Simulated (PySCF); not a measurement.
C₅H₁₁Cl₃GeSi, SMILES C[Si](/C=[CH]/[Ge]([Cl])([Cl])[Cl])(C)C at its GFN2-xTB optimised geometry (Å):

```
21

Si    -3.1483    -2.4107    -3.8880
C     -2.2726    -4.0848    -4.1299
C     -5.0019    -2.6604    -3.5139
C     -2.9047    -1.2888    -5.4104
C     -2.3936    -1.4964    -2.3957
C     -1.5111    -2.0131    -1.5603
Ge    -0.7530    -1.0212     0.0000
Cl    -1.3918     1.0212     0.0000
Cl    -1.3579    -1.8673     1.8768
Cl     1.3918    -1.0212     0.0000
H     -2.4258    -4.7410    -3.2783
H     -2.6500    -4.5998    -5.0081
H     -1.2023    -3.9573    -4.2622
H     -5.1489    -3.2542    -2.6166
H     -5.5016    -3.1708    -4.3315
H     -5.5064    -1.7105    -3.3641
H     -3.3410    -1.7337    -6.2995
H     -1.8518    -1.1159    -5.6128
H     -3.3738    -0.3202    -5.2662
H     -2.7237    -0.4778    -2.2274
H     -1.1382    -3.0197    -1.6686
```

Method: B3LYP/def2-SVP (PySCF). Cells within 0.4 Å of a nucleus heavier than hydrogen are left out (blank, or x).

Map of the HOMO amplitude (bohr^(-3/2)) on the plane z = 0.0 Å; orbital energy -7.96 eV, overall sign arbitrary:

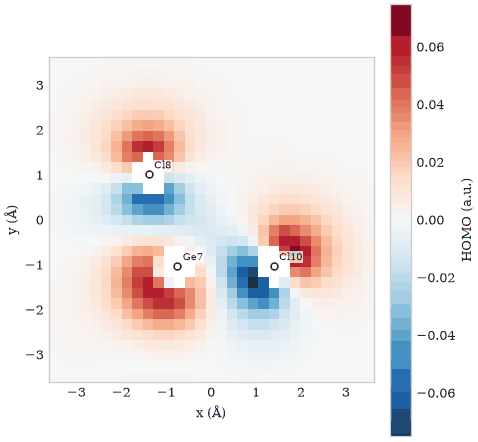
Figure. HOMO amplitude (bohr^(-3/2)) on the plane z = 0.0 Å.
